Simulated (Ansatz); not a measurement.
# One shape, several levels: AlHF (SMILES [F][AlH])

Wanted: a comparison of 6 runs (UHF/STO-3G, UB2PLYP/STO-3G, UB3LYP/STO-3G, UBLYP/STO-3G, UHSE06/STO-3G, UCCSDT(Q)/STO-3G) of AlHF. 

Program for the calculation: Ansatz 0.2.0.

60 further runs of the same task are left out: 60 set aside as unsound or not needed.

### Step 1. The system as given

The species is AlHF (3 atoms), meant as a doublet with charge 0. SMILES: `[F][AlH]`. The Al2–F1 distance was set to 4.140 Å, away from the relaxed value. At this shape a bond of the SMILES string is far longer than usual.

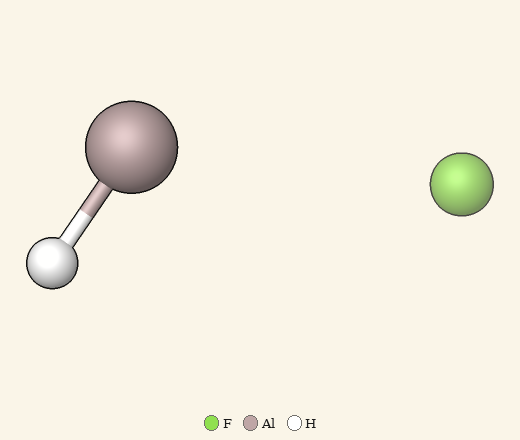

The structure, seen from a chosen angle (fluorine green, aluminium light grey, hydrogen white).

### Step 2. A single-point energy at UHF/STO-3G (run 1)

The input, in.yaml:

```yaml
crystal:
  periodic: [false, false, false]
  atoms:
    - symbol: F
      position_ang: [2.916525, 1.756011, 1.763265]
    - symbol: Al
      position_ang: [-0.432500, 0.318000, -0.199500]
    - symbol: H
      position_ang: [-0.485400, -1.276100, -0.399300]
basis:
  gaussian:
    orbitals: STO-3G
magnetization:
  spin_polarized: true
  initial_magnetization: 1
hamiltonian:
  xc: hf
accuracy: high
```

Command:

```
$ ansatz run in.yaml --threads 1 --pin off --max-ram 2610MiB --events-out events.jsonl --progress --plain --runs-dir runs
```

What it wrote:

```text
Warning: RAYON_NUM_THREADS=1 ignored (pool sized by the plan → 1); use --threads N
Functional definition: HF
  name "HF"
  exchange = exact_x
  correlation = 0
217 factors; integrals over basis functions are off by at most 3.6e-8 eV
mean field evaluation 1: about -9172.9045 eV, gradient 7.4e0 eV
mean field evaluation 2: about -9172.9070 eV, gradient 7.4e0 eV
mean field evaluation 4: about -9173.2517 eV, gradient 5.7e0 eV
mean field evaluation 8: about -9183.3584 eV, gradient 1.8e0 eV
mean field evaluation 16: about -9183.4141 eV, gradient 3.4e-2 eV
mean field evaluation 32: about -9183.4204 eV, gradient 1.6e-7 eV
mean field evaluation 64: about -9183.4166 eV, gradient 2.3e-2 eV
mean field evaluation 96: about -9171.8420 eV, gradient 1.0e1 eV
mean field evaluation 128: about -9183.4175 eV, gradient 2.5e-2 eV
mean field evaluation 160: about -9179.3112 eV, gradient 1.7e-1 eV
mean field evaluation 192: about -9183.4142 eV, gradient 5.6e-2 eV
mean field -9183.42036226 eV, -337.4844735671 hartree, gradient 8.8e-9 eV, S^2 0.750000; 3 other end points of the search recorded, 0 dependent functions left out
reference -9183.42036226 eV, -337.4844735671 hartree; 12, 11 occupied and 3, 4 virtual orbitals, 217 factors
Total energy: -9183.42036226 eV, -337.4844735671 hartree
```

It took 0.16 s on 1 thread of AMD EPYC 9R14 (Zen 4), shared host.

### Step 3. A single-point energy at UB2PLYP/STO-3G (run 2)

The input, input.yaml:

```yaml
crystal:
  periodic: [false, false, false]
  atoms:
    - symbol: F
      position_ang: [2.916525, 1.756011, 1.763265]
    - symbol: Al
      position_ang: [-0.432500, 0.318000, -0.199500]
    - symbol: H
      position_ang: [-0.485400, -1.276100, -0.399300]
basis:
  gaussian: {orbitals: STO-3G}
total_charge: 0
magnetization: {spin_polarized: true, initial_magnetization: 1}
hamiltonian: {xc: {name: B2PLYP}}
correlation: {frozen_orbitals: {Al: 5, F: 1, H: 0}}
accuracy: high
```

Command:

```
$ ansatz run input.yaml --threads 1 --pin off --max-ram 2610MiB --events-out events.jsonl --progress --plain --runs-dir runs
```

What it wrote, shortened:

```text
Warning: RAYON_NUM_THREADS=1 ignored (pool sized by the plan → 1); use --threads N
Functional definition: B2PLYP
  name "B2PLYP"
[...]
217 factors; integrals over basis functions are off by at most 3.6e-8 eV
[...]
mean field -9198.64594994 eV, -338.0440035941 hartree, gradient 9.6e-10 eV, S^2 0.750000; 4 other end points of the search recorded, 0 dependent functions left out
6 core orbitals not correlated: weight in the atoms' cores, before any rotation towards them, 1.000 or more for the frozen orbitals, at most 0.000 for the correlated occupied ones
reference -9198.64596630 eV, -338.0440041953 hartree; 6, 5 occupied and 3, 4 virtual orbitals, 217 factors
second order -0.96243855 eV of doubles, -0.00000000 eV of singles
Total energy: -9198.90582471 eV, -338.0535538156 hartree
```

It took 5.7 s on 1 thread of AMD EPYC 9R14 (Zen 4), shared host; peak memory 0.15 GiB.

Runs 3 to 4 aren't shown in full; the table further down has their settings and results.

### Step 4. The energy at UHSE06/STO-3G (run 5)

The input, input.yaml:

```yaml
basis:
  gaussian: {orbitals: STO-3G}
crystal:
  periodic: [false, false, false]
  atoms:
    - {symbol: F, position_ang: [2.916525, 1.756011, 1.763265]}
    - {symbol: Al, position_ang: [-0.432500, 0.318000, -0.199500]}
    - {symbol: H, position_ang: [-0.485400, -1.276100, -0.399300]}
magnetization: {spin_polarized: true, initial_magnetization: 1}
hamiltonian: {xc: hse06}
accuracy: high
```

Command:

```
$ ansatz run input.yaml --threads 1 --pin off --max-ram 2610MiB --events-out events.jsonl --progress --plain --runs-dir runs
```

What it wrote:

```text
Warning: RAYON_NUM_THREADS=1 ignored (pool sized by the plan → 1); use --threads N
Functional definition: HSE06
  name "HSE06"
  parameter a = 0.25
  parameter omega = 0.11/bohr
  exchange = pbe_x - a*pbe_x_sr(omega) + a*exact_x_sr(omega)
  correlation = pbe_c
217 factors; integrals over basis functions are off by at most 3.6e-8 eV
56 factors; integrals over basis functions are off by at most 5.5e-10 eV
mean field evaluation 1: about -9188.4289 eV, gradient 1.1e1 eV
mean field evaluation 2: about -8803.5476 eV, gradient 1.6e1 eV
mean field evaluation 4: about -9188.5610 eV, gradient 1.3e1 eV
mean field evaluation 8: about -9189.2941 eV, gradient 4.6e0 eV
mean field evaluation 16: about -9199.3635 eV, gradient 2.9e-3 eV
mean field evaluation 32: about -9199.3628 eV, gradient 1.4e-2 eV
mean field -9199.36372926 eV, -338.0703814977 hartree, gradient 5.7e-9 eV, S^2 0.750000; 5 other end points of the search recorded, 0 dependent functions left out
reference -9199.36373087 eV, -338.0703815567 hartree; 12, 11 occupied and 3, 4 virtual orbitals, 217 factors
Total energy: -9199.36373087 eV, -338.0703815567 hartree
```

It took 3.3 s on 1 thread of AMD EPYC 9R14 (Zen 4), shared host; peak memory 0.15 GiB.

### Step 5. The energy at UCCSDT(Q)/STO-3G (run 6)

The input, in.yaml:

```yaml
crystal:
  periodic: [false, false, false]
  atoms:
    - {symbol: F, position_ang: [2.916525, 1.756011, 1.763265]}
    - {symbol: Al, position_ang: [-0.432500, 0.318000, -0.199500]}
    - {symbol: H, position_ang: [-0.485400, -1.276100, -0.399300]}
basis:
  gaussian:
    orbitals: STO-3G
magnetization:
  spin_polarized: true
  initial_magnetization: 1
correlation:
  method: ccsdt_q
  frozen_orbitals: {Al: 5, F: 1, H: 0}
accuracy: high
scf:
  omitted_lower_state_checks: [cluster_reference, increment]
```

Command:

```
$ ansatz run in.yaml --threads 1 --pin off --max-ram 2610MiB --events-out events.jsonl --progress --plain --runs-dir runs
```

What it wrote:

```text
Warning: RAYON_NUM_THREADS=1 ignored (pool sized by the plan → 1); use --threads N
[... 17 lines left out ...]
6 core orbitals not correlated: weight in the atoms' cores, before any rotation towards them, 1.000 or more for the frozen orbitals, at most 0.000 for the correlated occupied ones
[... 83 lines left out ...]
Total energy: -9184.58346637 eV, -337.5272168547 hartree
Checks for a lower state left out: cluster_reference, increment
```

Wall time 1.6 s (1 thread of AMD EPYC 9R14 (Zen 4), shared host).

### Step 6. Overview of the runs

| run | level | frozen core orbitals | energy (Eh) | ⟨S²⟩ | wall time |
| --- | --- | --- | --- | --- | --- |
| 1 | UHF/STO-3G | – | -337.484474 | 0.750 | 0.16 s |
| 2 | UB2PLYP/STO-3G | 6 | -338.053554 | 0.750 | 5.7 s |
| 3 | UB3LYP/STO-3G | – | -338.272445 | 0.750 | 2.9 s |
| 4 | UBLYP/STO-3G | – | -338.207621 | 0.750 | 4.5 s |
| 5 | UHSE06/STO-3G | – | -338.070382 | 0.750 | 3.3 s |
| 6 | UCCSDT(Q)/STO-3G | 6 | -337.527217 | 0.750 | 1.6 s |

### Step 7. Outcome

| quantity | value |
| --- | --- |
| run 6: total energy | -337.52722 Eh |
| run 6: correlation energy (6 core orbitals frozen) | -42.7 mEh |
| run 6: ⟨S²⟩ of the reference determinant | 0.750 |
| run 6: T1 diagnostic | 0.011 |

What this shows: Totals of different functionals can't be ranked against each other. In runs 1, 2, 3, 4, 5, 6 the basis is minimal, so the values are rough. All runs together took 18 s, the longest 5.7 s.
